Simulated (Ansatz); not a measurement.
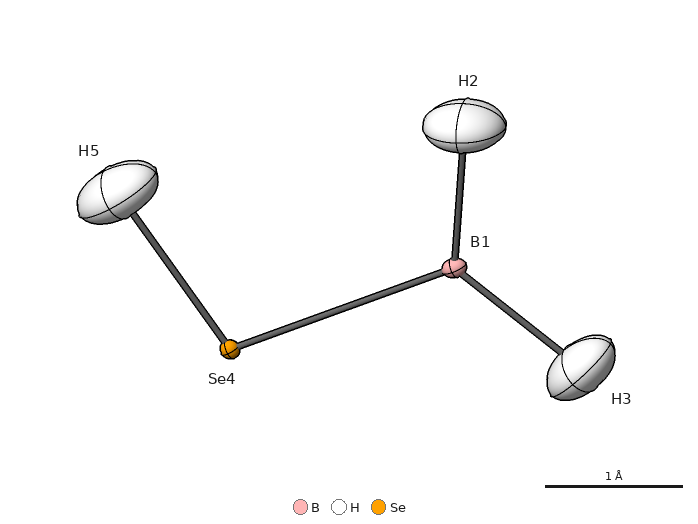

Displacement ellipsoids at the 50 % level, enlarged 1.5 times, from the internal vibrations of the free molecule (harmonic, no overall translation or rotation; no half-axis is drawn under 0.075 Å). Vibrations computed with RKS PBE0-D4/def2-TZVP (Ansatz 0.2.0). Temperature: 0 K (zero-point motion alone).

> Which atom has the largest mean-square displacement?

H5, with U_eq = 0.0141 Å².

> Does H5 move more along its bond or across it?

Across it: the root-mean-square amplitude is 0.082 Å along the bond and up to 0.148 Å across, since bending and torsion are softer than stretching.

List U_eq and the three principal root-mean-square amplitudes for each kind of atom.

| atom | U_eq (Å²) | rms amplitudes (Å) |
| --- | --- | --- |
| B1 | 0.00086 | 0.020, 0.020, 0.042 |
| H2 | 0.0126 | 0.079, 0.118, 0.133 |
| H3 | 0.0126 | 0.078, 0.116, 0.135 |
| Se4 | 0.00002 | 0.002, 0.002, 0.007 |
| H5 | 0.0141 | 0.082, 0.118, 0.148 |
